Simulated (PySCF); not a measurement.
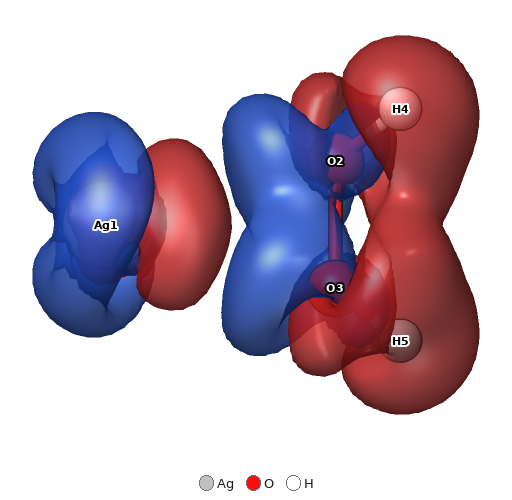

*AgH2O2, charge +1, SMILES `[Ag+].OO`. Density of the complex less the densities of the two fragments at the same geometry, ±0.008 e/Å³ (blue: gain, red: loss). Fragment A: Ag(+1) (atom 1); fragment B: H2O2.*

Method: HF/def2-TZVP; geometry: GFN2-xTB; program: PySCF. Core potentials replace the inner electrons of Ag; spin–orbit coupling isn't included. GFN2-xTB bond lengths at metals and heavier atoms can be off by up to 0.1 Å and shapes distorted, which carries into these values.

Coordinates in Å:

```
Ag1     -0.6627    0.0000    0.0000
O2       1.6579    0.7062   -0.1007
O3       1.6578   -0.7062    0.1007
H4       2.3107    1.0581    0.5375
H5       2.3106   -1.0582   -0.5375
```

**How is the density rearranged on binding?**

Hirshfeld charges show 0.062 e passing from B to A. By Hirshfeld charges, electrons gather most on Ag1 (−0.062 e) and leave H4 and H5 alike most (+0.038 e); 0.22 e is displaced in all.

**What is the interaction energy, and which contacts carry it?**

The counterpoise-corrected interaction energy of the frozen fragments is −20.3 kcal/mol without dispersion correction and −27.4 kcal/mol with D3(BJ). D3 uses neutral-atom coefficients and tends to overbind metal cations. The pair geometry is semi-empirical, not a minimum at this level. Contacts: Ag1···O2, 2.43 Å, ρ = 0.034 a.u.; Ag1···O3, 2.43 Å, ρ = 0.034 a.u. The pose is a local one from a semi-empirical search, not shown to be the most stable.

The PySCF run took 4 s on 1 thread of Arm Neoverse V1, on a shared host, peak memory 0.21 GiB.
